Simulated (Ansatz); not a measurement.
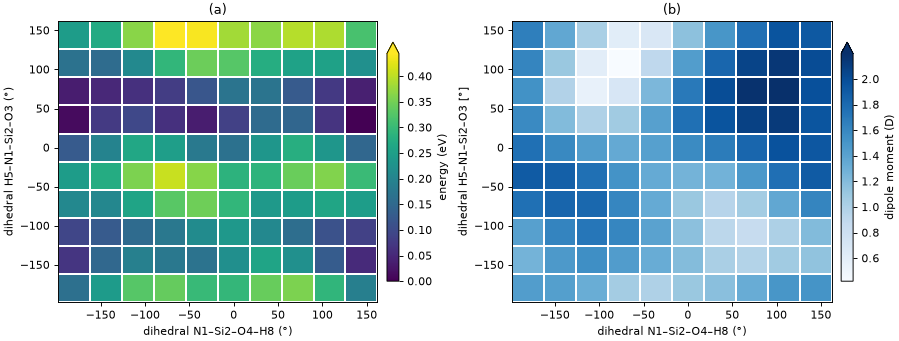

H4NO2Si, SMILES N[Si](O)O, spin multiplicity 2. First axis: dihedral N1–Si2–O4–H8. Second axis: dihedral H5–N1–Si2–O3. Nothing is relaxed (all other coordinates rigid). Grid: 10 × 10 points. Points are written as (first, second). All energies are given in eV relative to the lowest grid point. These are results of UKS PBE-D4/def2-TZVP in Ansatz 0.2.0, not measurements.

Panel (a) is the energy; panel (b) is the computed dipole moment, in D.

The picture shows one coloured cell a grid point, one colour for all values above the top of the scale.

**How does the dipole moment vary over the map, and what is it at the lowest grid point?**

Leaving out the highest fifth of the energies, it runs from 0.42 D at (−72°, 108°) to 2.20 D at (108°, 72°). At the lowest grid point, (144°, 36°), it is 1.95 D.
